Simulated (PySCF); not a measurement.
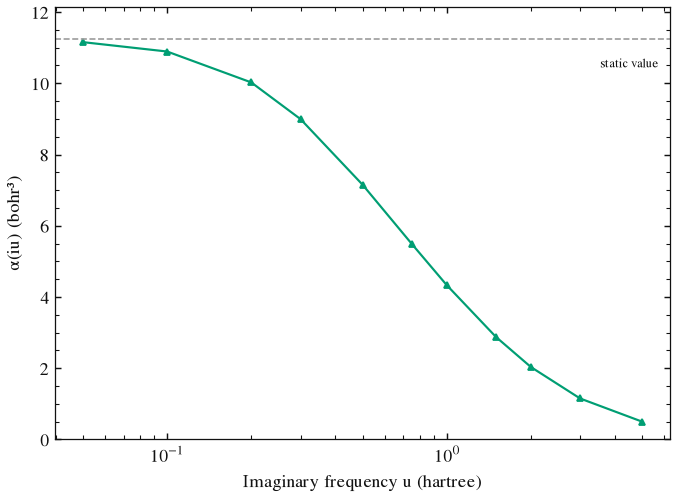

Dipole polarisability at imaginary frequency of an atom or ion with 74 electrons in the configuration [Xe] 4f¹⁴ 5d⁶. Coupled response at the PBE0 level; PySCF, aug-cc-pVTZ-PP plus 1 diffuse shell for each l with a 60-electron core potential, unrestricted single determinants, no spin-orbit coupling.

Which species is it, and what does the curve give?

Os III (Os²⁺). The static dipole polarisability is 11.2 bohr³; α(iu) falls to half of it near u = 0.73 hartree. The Casimir–Polder integral gives C₆ = 71.3 hartree bohr⁶ for two such species.
